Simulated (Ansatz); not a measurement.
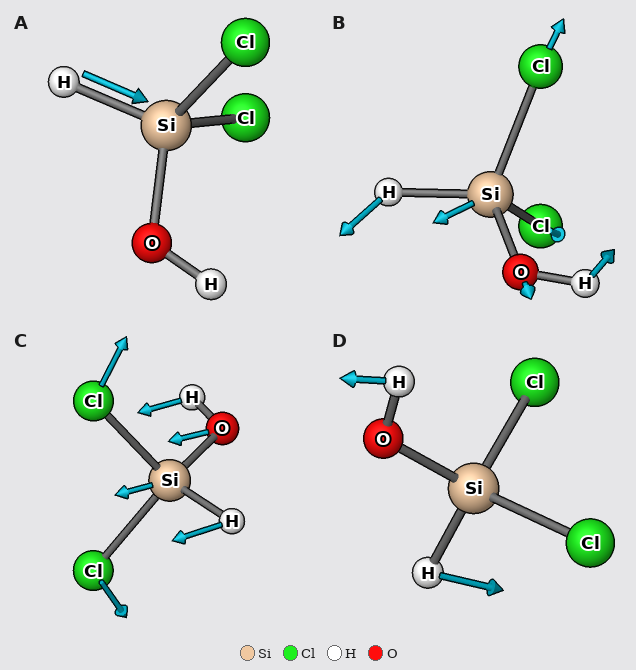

4 normal modes of one molecule or complex, as arrows. Harmonic vibrations computed with RKS PBE0-D4/def2-TZVP (Ansatz 0.2.0) at a stationary point of the same level.

Question: Match the panels to the wavenumbers 185 cm⁻¹, 517 cm⁻¹, 865 cm⁻¹, 2325 cm⁻¹.

Answer: A: 2325 cm⁻¹, Si–H stretching
B: 517 cm⁻¹, in-phase stretching of 2 Cl–Si bonds
C: 185 cm⁻¹, Cl–Si–Cl bending
D: 865 cm⁻¹, angle bending
